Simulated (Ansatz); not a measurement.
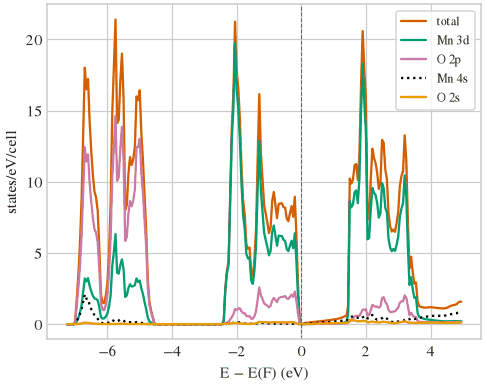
Total and projected density of states of MnO in space group Cmc2_1 (No. 36; Mn on 4a, O on 4a), DFT-PBEsol in the program Ansatz with PAW potentials

Question: Which orbitals carry the states next to the Fermi level?

Answer: Within 0.5 eV of the Fermi level: Mn 3d 70 %, O 2p 25 %. Projections are on Löwdin-orthogonalised atomic valence shells; empty p or d shells of many metals are not among them.

Question: Where is the tallest occupied peak in this window, and what makes it?

Answer: Near -5.8 eV, about 21 states/eV per cell; the largest projected share is O 2p.

The workflow started from an entry of the Crystallography Open Database (COD); the relaxed space group is not among those it files for this formula. It is not the phase usual at ambient conditions (space group No. 225). The PBEsol relaxation kept the symmetry of its start, as lowered by the spin order; whether a distortion lowers the energy is not shown. Magnetic state: antiferromagnetic, chosen from 5 collinear starts compared on coarse meshes (ties went to the first, and starts can fall back to one state), not a proven ground state. No Hubbard U is applied. The compound may be a true metal, but semilocal functionals without U, or a wrong spin order, can also close a gap.

Potentials: the later of the program's two PAW sets.
